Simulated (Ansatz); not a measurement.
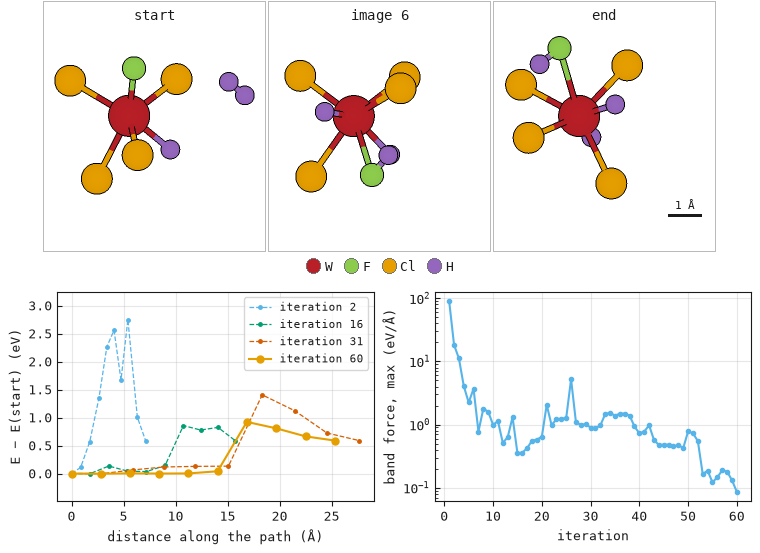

A search for the minimum-energy path of WH3Cl4F, made up at the start of WHCl4F and H2 by the nudged elastic band. Images are numbered from 0 (start) to 9 (end). The plot follows the band through its iterations. Style: ball-and-stick. Shown at a tilt.

These are results of Ansatz 0.2.0, RKS B3LYP-D4/def2-SVP, not measurements. Settings: 8 movable images; no climbing image; force threshold 0.05 eV/Å; iteration limit 60; starting path through a guess of the saddle point.

**How did the profile develop, and is the result final?**

The result isn't final. The band hadn't converged when the run stopped after 60 iterations. The largest component of the band force went from 90 to 0.086 eV/Å. The barrier read from it is provisional, though the highest image hardly moved in the last two iterations. The first iteration put the highest image at 11.81 eV. The highest point, image 6, lies 0.92 eV above the start and 0.33 eV above the end; the end is at +0.59 eV relative to the start.

Limits of the set-up: the start holds two separate molecules, 3.0 Å apart at their closest, whose relative position is a soft coordinate.

Cost: 10 min on 4 threads of AMD EPYC 9R45 96-Core Processor (Zen 5), on a shared host, peak memory 0.45 GiB.
